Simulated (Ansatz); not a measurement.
# Ca on Cr(100): change of the work function, part 6 of 6

Wanted: Δφ(θ) for Ca/Cr(100), starting from the hollow site.

Ansatz 0.2.0; plane-wave DFT, LDA, Ansatz PAW.

So far, work function, upper face (eV): step 2 (the clean slab) 4.12; step 3 (adsorbate added, coverage 0.25 ML) 2.51; step 4 (adsorbate added, coverage 0.5 ML) 2.58; step 6 (the slab at 0.25 ML, atoms frozen) 2.51; step 7 (the substrate of the 0.25 ML cell alone) 4.16.

**11. Varying the input**

System of this step: Cr(100). The cell holds 5 atoms: 5 Cr. Cell: a = 2.880 Å, b = 2.880 Å, c = 23.760 Å, α = 90.0°, β = 90.0°, γ = 90.0°. Vacuum lies along c.

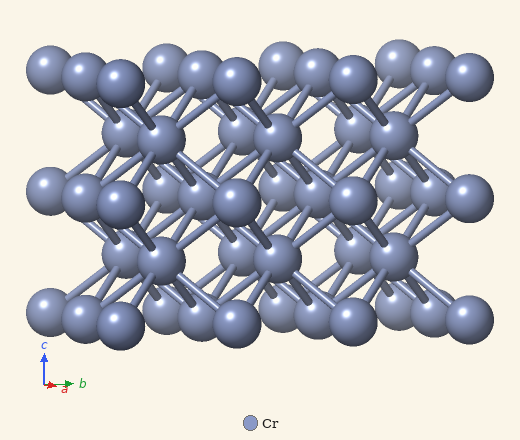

The cell of this step (chromium light blue). 2×3×1 cells are drawn. Some periodic images of atoms are drawn too.

Another changed input: it repeats the earlier run at 0 ML with crystal.symmetry to detect: false and scf.mixing.preconditioner to kerker.

The input, input.yaml:

```yaml
crystal:
  lattice:
    - [2.88, 0.0, 0.0]
    - [0.0, 2.88, 0.0]
    - [0.0, 0.0, 23.76]
  atoms:
    - { symbol: Cr, position: [0.0, 0.0, 0.3787878788], spin: 2.0 }
    - { symbol: Cr, position: [0.5, 0.5, 0.4393939394], spin: -2.0 }
    - { symbol: Cr, position: [0.0, 0.0, 0.5], spin: 2.0 }
    - { symbol: Cr, position: [0.5, 0.5, 0.5606060606], spin: -2.0 }
    - { symbol: Cr, position: [0.0, 0.0, 0.6212121212], spin: 2.0 }
  symmetry: { detect: false }
magnetization:
  spin_polarized: true
kpoints:
  mp_grid: { grid: [10, 10, 1] }
hamiltonian:
  xc: lda
scf:
  occupations: { method: fermi_dirac, width: 0.1 }
  convergence: { dr2_threshold: 1.0e-08 }
  mixing: { preconditioner: kerker }
efield:
  axis: 3
  dipole_correction: true
  ramp_position: 0.97
  ramp_width: 0.06
relax:
  f_tol: 0.02
  max_steps: 60
  constraints: [{ sites: [0, 1] }]
output:
  write_potential: true
  write_density: true
  volumetric_format: npy
```

Started as:

```
$ ansatz run input.yaml --threads 4 --pin off --max-ram 12288MiB --backend cpu --events-out ev --progress --plain --runs-dir out
```

Numbers of over 12 decimals in the logs are rounded to 6 here.

Log:

```text
the start keeps a symmetry that the run doesn't impose, so 3 atoms are moved at random by 1.00e-2 Å, to let the relaxation leave a saddle point. relax.escape_saddle: false keeps them in place
[...]
Crystal: 5 atoms, lattice volume = 197.075 Å³
Basis set: ecut = 420 eV, 3843 PW (Γ)
Bands: 48, of which v1, the nominal top of the filled ones, is band 35 counted from 1 (34 counted from 0)
Symmetry: 1 space group operations
k-points: 52 of 100 (time reversal used)
[...]
Starting moments: Σ|m| = 10 μB on 5 of 5 sites
[...]
spin=Collinear: Kerker preconditioning applied to the charge; magnetization (m = ρ↑ − ρ↓) channel mixes plain (no charge-response kernel on spin).
SCF iter   1: F=—  HF=-16621.404860 eV  |F-HF|=—  |Δ(HF+E_count)|=         —  Δρ=6.39e-2 (↑5.96e-2 ↓6.39e-2)  dr2=3.58e1  dr2_m=6.26e-1  M=2.445 μB ∫|m|=7.474 μB  β_m=1.00  ethr=3.10e-3  p=-0.000 e·Å  D=-5.02e-8 V/Å  ΔV_dip=0.00 eV  dr2_dipole=2.07e-7  V_vac-E_F(+/−)=6.48/6.48 eV  ⟨swp⟩=10.4  Hψ=24706  notcnv=0
[...]
SCF iter  64: F=—  HF=-16610.696724 eV  |F-HF|=—  |Δ(HF+E_count)|=   1.73e-6  Δρ=1.16e-5 (↑1.16e-5 ↓7.30e-6)  dr2=5.10e-7  dr2_m=1.48e-7  M=3.896 μB ∫|m|=8.889 μB  ethr=7.66e-10  p=-0.000 e·Å  D=-1.82e-4 V/Å  ΔV_dip=0.00 eV  dr2_dipole=3.62e-7  V_vac-E_F(+/−)=4.02/4.01 eV  ⟨swp⟩=1.0  Hψ=11932  notcnv=0
[...]
iteration 64: the SCF's residuals had fallen too slowly under its mixing. It goes on by minimising its free energy, and can end on another state than longer mixing would; under `scf.algorithm: density_mixing` no SCF does so, but by `scf.convergence.dm_fallback`
SCF iter  65: F=—  HF=-16610.696729 eV  |F-HF|=—  |Δ(HF+E_count)|=   5.07e-6  Δρ=6.26e-6 (↑6.26e-6 ↓5.05e-6)  dr2=1.94e-7  dr2_m=1.28e-8  M=3.896 μB ∫|m|=8.889 μB  ethr=7.29e-10  p=0.000 e·Å  D=5.60e-6 V/Å  ΔV_dip=-0.00 eV  dr2_dipole=4.02e-9  V_vac-E_F(+/−)=4.01/4.01 eV  ⟨swp⟩=1.0  Hψ=19386  notcnv=0
[...]
SCF iter  70: F=-16610.696728 eV  HF=-16610.696728 eV  |F-HF|=7.24e-10  |Δ(HF+E_count)|=   6.45e-7  Δρ=1.38e-7 (↑1.38e-7 ↓8.85e-8)  dr2=5.45e-10  dr2_m=6.81e-12  M=3.896 μB ∫|m|=8.888 μB  ethr=2.29e-12  p=-0.000 e·Å  D=-1.03e-6 V/Å  ΔV_dip=0.00 eV  dr2_dipole=1.48e-10  V_vac-E_F(+/−)=4.01/4.01 eV  ⟨swp⟩=5.9  Hψ=24684  notcnv=0
SCF 1 converged in 70 iterations: F = -16610.696728 eV  dr2 = 5.45e-10
[...]
relax step   1: F+E_penalty+E_count = -16610.69672795 eV  Δ(F+E_penalty+E_count) = +0.000e0 eV  max|allowed force component| = 1.483e0 eV/Å  Δτ_max = 0.0000 Å  (70 SCF iters, accepted)
[...]
SCF iter  60: F=-16610.888928 eV  HF=-16610.888928 eV  |F-HF|=2.10e-9  |Δ(HF+E_count)|=  4.00e-11  Δρ=4.40e-7 (↑4.40e-7 ↓4.02e-7)  dr2=2.17e-9  dr2_m=1.31e-11  M=3.700 μB ∫|m|=7.931 μB  ethr=3.11e-12  p=-0.001 e·Å  D=-1.06e-3 V/Å  ΔV_dip=0.03 eV  dr2_dipole=3.98e-12  V_vac-E_F(+/−)=4.04/4.01 eV  ⟨swp⟩=6.2  Hψ=24729  notcnv=0
SCF 2 converged in 60 iterations: F = -16610.888928 eV  dr2 = 2.17e-9
relax step   2: F+E_penalty+E_count = -16610.88892768 eV  Δ(F+E_penalty+E_count) = -1.922e-1 eV  max|allowed force component| = 8.327e-1 eV/Å  Δτ_max = 0.1973 Å  (60 SCF iters, accepted)
[...]
SCF iter  59: F=-16610.966941 eV  HF=-16610.966941 eV  |F-HF|=4.84e-10  |Δ(HF+E_count)|=  1.46e-11  Δρ=3.59e-7 (↑3.59e-7 ↓2.78e-7)  dr2=4.10e-10  dr2_m=1.11e-10  M=3.376 μB ∫|m|=6.835 μB  ethr=1.00e-12  p=-0.005 e·Å  D=-4.69e-3 V/Å  ΔV_dip=0.11 eV  dr2_dipole=2.53e-11  V_vac-E_F(+/−)=4.13/4.01 eV  ⟨swp⟩=6.0  Hψ=26951  notcnv=0
SCF 3 converged in 59 iterations: F = -16610.966941 eV  dr2 = 4.10e-10
[...]
relax step   3: F+E_penalty+E_count = -16610.96694120 eV  Δ(F+E_penalty+E_count) = -7.801e-2 eV  max|allowed force component| = 3.657e-1 eV/Å  Δτ_max = 0.1849 Å  (59 SCF iters, accepted)
[...]
relax step   4: F+E_penalty+E_count = -16610.97127551 eV  Δ(F+E_penalty+E_count) = -4.334e-3 eV  max|allowed force component| = 1.694e-1 eV/Å  Δτ_max = 0.0404 Å  (50 SCF iters, accepted)
[...]
SCF iter   1: F=—  HF=-16610.973140 eV  |F-HF|=—  |Δ(HF+E_count)|=         —  Δρ=2.05e-3 (↑1.43e-3 ↓2.05e-3)  dr2=9.19e-3  dr2_m=4.28e-3  M=3.382 μB ∫|m|=6.876 μB  β_m=1.00  ethr=9.80e-5  p=-0.005 e·Å  D=-4.15e-3 V/Å  ΔV_dip=0.10 eV  dr2_dipole=1.27e-3  V_vac-E_F(+/−)=4.11/4.01 eV  ⟨swp⟩=2.2  Hψ=9652  notcnv=0
[...]
SCF iter  45: F=-16610.973568 eV  HF=-16610.973568 eV  |F-HF|=4.43e-8  |Δ(HF+E_count)|=   3.71e-9  Δρ=8.71e-7 (↑6.83e-7 ↓8.71e-7)  dr2=2.43e-9  dr2_m=9.28e-10  M=3.379 μB ∫|m|=6.857 μB  ethr=1.22e-11  p=-0.005 e·Å  D=-4.34e-3 V/Å  ΔV_dip=0.10 eV  dr2_dipole=1.32e-9  V_vac-E_F(+/−)=4.12/4.02 eV  ⟨swp⟩=6.9  Hψ=25406  notcnv=0
SCF 5 converged in 45 iterations: F = -16610.973568 eV  dr2 = 2.43e-9
relax step   5: F+E_penalty+E_count = -16610.97356810 eV  Δ(F+E_penalty+E_count) = -2.293e-3 eV  max|allowed force component| = 5.379e-3 eV/Å  Δτ_max = 0.0194 Å  (45 SCF iters, accepted)
[...]
WARN: the relaxation ended near the 8 symmetry operations of its rattled start. A stable structure does so, and so can a saddle point along a move or strain that wasn't checked. `relax.random_displacement` or `relax.escape_saddle: true` tries the moves, and a distorted `crystal.lattice` a strain
SCF converged after 45 iterations
Stability not checked: this state was not tested for a lower state beside it, because the mixer in use, unlike msr1, does not test its closes by its own steps (another_mixer; see scf.mixing.algorithm and scf.lower_state_search)
Magnetization: 3.3794 μB (36.6897 up, 33.3103 down)
Absolute magnetization: 6.8566 μB (∫|ρ↑−ρ↓|, with the PAW one-centre terms)
[...]
Per-site moments (μB) at R_I (Å): [(2.290153, 1.028838), (-0.895856, 0.999927), (0.632855, 0.999927), (-0.696173, 0.969788), (1.488969, 0.969788)]
Free energy (F): -16610.973568 eV
[...]
Internal energy: -16610.811766 eV  (E = F + TS)
E sigma→0 (E₀):  -16610.892667 eV
Entropy (-TS):   -0.161802 eV (-32.360 meV/atom)
Fermi energy:    2.843886 eV
Dipole field:    D = -0.004390 V/Å  (p = -0.004781 e·Å, saw-weighted, corrected)
Work function:   Φ+ = 4.1202 eV   Φ− = 4.0159 eV
[...]
--- Forces (eV/Å), atoms counted from 1 ---
  atom   1  Cr     0.00009363    -0.00009132     1.12413046
  atom   2  Cr    -0.00075448     0.00129605    -1.12986965
  atom   3  Cr     0.00135941    -0.00129614     0.00183531
  atom   4  Cr     0.00047737    -0.00049546     0.00537890
  atom   5  Cr    -0.00118249     0.00057990    -0.00151378
  max |Σ_I F_I| component: 3.88e-5 eV/Å
--- Band table (eV; the first three rows and the last of 104) ---
  k-point 0 ↑: bands = [... 31 lower, 1.9514, 2.0266, 2.0266, 2.2078, 2.2189, 2.2189, 2.3208, 2.8426, ... 9 higher]
  k-point 1 ↑: bands = [... 31 lower, 1.8172, 2.0669, 2.1174, 2.1546, 2.2668, 2.6000, 2.6182, 2.7122, ... 9 higher]
  k-point 2 ↑: bands = [... 31 lower, 1.5522, 1.8028, 2.0193, 2.1267, 2.5352, 2.6843, 2.8032, 3.0909, ... 9 higher]
  k-point 51 ↓: bands = [... 31 lower, 2.3839, 2.3839, 3.8596, 3.8706, 3.9255, 3.9853, 4.1806, 4.5028, ... 9 higher]
--- Relaxed structure (5 steps of the walk, 5 accepted, 0 SCFs on fresh bases) ---
  F+E_penalty+E_count = -16610.97356810 eV   max|allowed force component| = 5.379e-3 eV/Å
  atoms:
    - { symbol: Cr, position: [0.0, 0.0, 0.378788] }
    - { symbol: Cr, position: [0.500000, 0.500000, 0.439394] }
    - { symbol: Cr, position: [-6.663748955196339e-5, 0.000136232, 0.494761] }
    - { symbol: Cr, position: [0.500006, 0.500133, 0.556302] }
    - { symbol: Cr, position: [0.000223814, 2.9356671550281724e-5, 0.605792] }
```

The job ended after 16 min (4 threads of Intel Xeon Platinum 8259CL at 2.50GHz (Skylake/Cascade Lake), shared host; peak memory 2.4 GiB; 59 min of CPU time).

Relaxation path:

```
step  energy less that of the first step (eV)  largest force component (eV/Å)
   1                                   0.0000                          1.4826
   2                                  -0.1922                          0.8327
   3                                  -0.2702                          0.3657
   4                                  -0.2745                          0.1694
   5                                  -0.2768                          0.0054
```

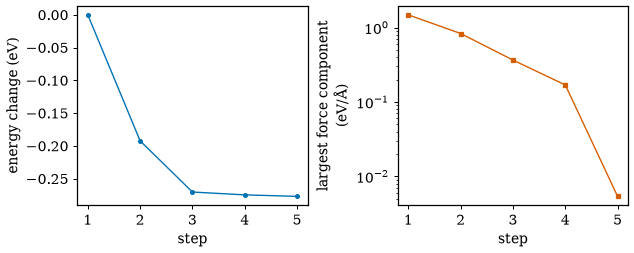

Energy and largest force along the relaxation.

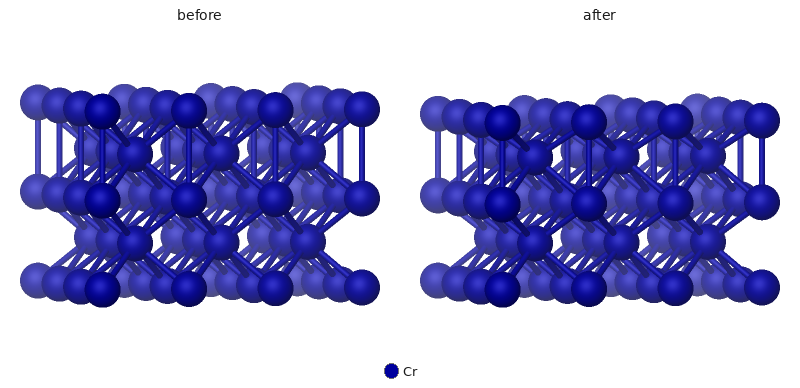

Before and after, at one scale.

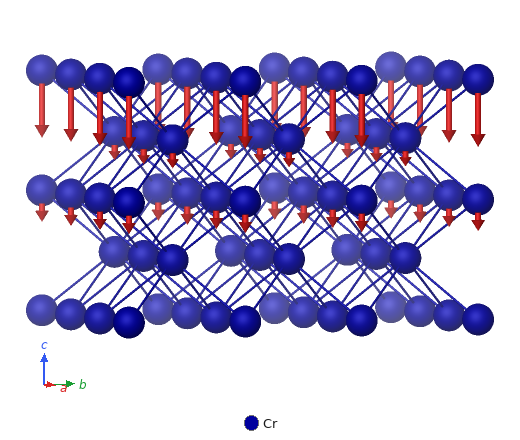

Displacements in the relaxation, exaggerated; the longest in the cell stands for 0.37 Å. 3×3×1 cells are drawn. Some periodic images of atoms are drawn too.

The atoms that moved most (Å):

```
atom     dx     dy      dz  length
 Cr5  0.001  0.000  -0.366   0.366
 Cr3  0.000  0.000  -0.124   0.124
 Cr4  0.000  0.000  -0.102   0.102
```

Final coordinates:

```xyz
5
Lattice="2.8800 0.0000 0.0000 0.0000 2.8800 0.0000 0.0000 0.0000 23.7600" Properties=species:S:1:pos:R:3
Cr    0.0000    0.0000    9.0000
Cr    1.4400    1.4400   10.4400
Cr   -0.0002    0.0004   11.7555
Cr    1.4400    1.4404   13.2177
Cr    0.0006    0.0001   14.3936
```

Numbers from this step:

```
energy at zero smearing        : -16610.8927 eV
total moment                   : 3.379 μB
site moments                   : 2.290, -0.8959, 0.6329, -0.6962, 1.489 μB
work function, upper face      : 4.120 eV
work function, lower face      : 4.016 eV
dipole along the normal        : -0.004781 e·Å
step between the vacuum levels : 0.1043 eV
```

```
                      quantity   this run  earlier run  difference
work function, upper face (eV)      4.120        4.120      3.9e-4
work function, lower face (eV)      4.016        4.016     -5.5e-4
 dipole along the normal (e·Å)  -0.004781    -0.004738     -4.3e-5
             total moment (μB)      3.379        3.379      3.2e-4
```

Nothing in the table moves by 0.01 in its unit (for the dipole 0.5 % and 5e-5 e·Å). The run took 284 SCF cycles against 66.

From the first step to the last the energy fell by 0.277 eV, and the largest move was 0.37 Å (Cr5). Judged within 0.08 Å, the space group went from P4/mmm to P4mm.

**12. Outcome**

| Property | Result |
| --- | --- |
| work function of the clean face | 4.12 eV |
| work function at 0.25 ML | 2.51 eV |
| work function at 0.5 ML | 2.58 eV |
| dipole per adsorbate at 0.25 ML, positive end outwards | 1.43 D |
| step of the potential from the moved charge at 0.25 ML, upper less lower side, atoms held | -1.66 eV |

In words: Ca lowers the work function of Cr(100) at the lowest coverage, by 1.61 eV: the adsorbate layer has its positive end outwards. The slab has 5 layers, at the tabulated experimental lattice constant, one starting site was run, and quantum-size effects of a slab this thin can reach one or two tenths of an eV. The magnetic order is the one reached from the typed start; other orders were not compared.

[Logs are printed without paths, hosts, clocks, repeated set-up lines and the standing remarks that a program may print on its own settings, such as how far it seeks lower states.]

[Hosts, paths, dates, database ids (printed as entryN), source tags and the programs' standing remarks are cut or masked in the printed files.]

[Maps of the electrostatic potential energy from Ansatz leave out the sawtooth potential of an applied field or a dipole correction, so their vacuum need not be flat; planar profiles and work functions include it.]
